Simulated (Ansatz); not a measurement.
Band structure of W (Im-3m, 1 atom in the cell).

```
W
1.0
   -1.58516     1.58516     1.58516
    1.58516    -1.58516     1.58516
    1.58516     1.58516    -1.58516
W
1
Direct
  0.00000   0.00000   0.00000
```

Computed with PBE, PAW files (plane waves; Ansatz, a first-principles code).

Settings: kpoints.mp_grid.grid = 19 19 19; hamiltonian.xc = pbe; hamiltonian.pseudopotentials = {kind: paw} (the program's default PAW files); scf.occupations.method = fermi_dirac; scf.occupations.width = 0.136 eV; kpoints.band_path.npoints = 8.

The starting cell comes from a database of computed structures (which also holds hypothetical and non-ambient phases and stackings), without a prior relaxation at this level. Spin-orbit coupling is off. Spin polarisation is off.

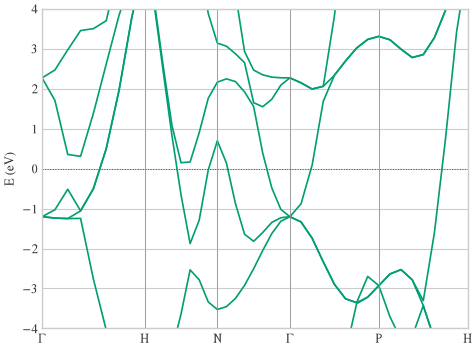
Figure: Bands along the path, energies from the Fermi level.

Levels in eV from the Fermi level, bands 4 to 10:
```
point       4      5      6      7      8     9    10
-----  ------  -----  -----  -----  -----  ----  ----
Γ      -37.69  -9.59  -1.20  -1.20  -1.20  2.27  2.27
H      -38.58  -5.77  -5.77   5.16   5.16  5.16  8.23
N      -37.69  -6.22  -3.53   0.69   2.16  3.14  6.14
P      -38.33  -2.93  -2.93  -2.93   3.31  3.31  6.60
```

Bands cross the Fermi level along this path, so the cell is metallic at this level.

Keys are those of Ansatz 0.2.
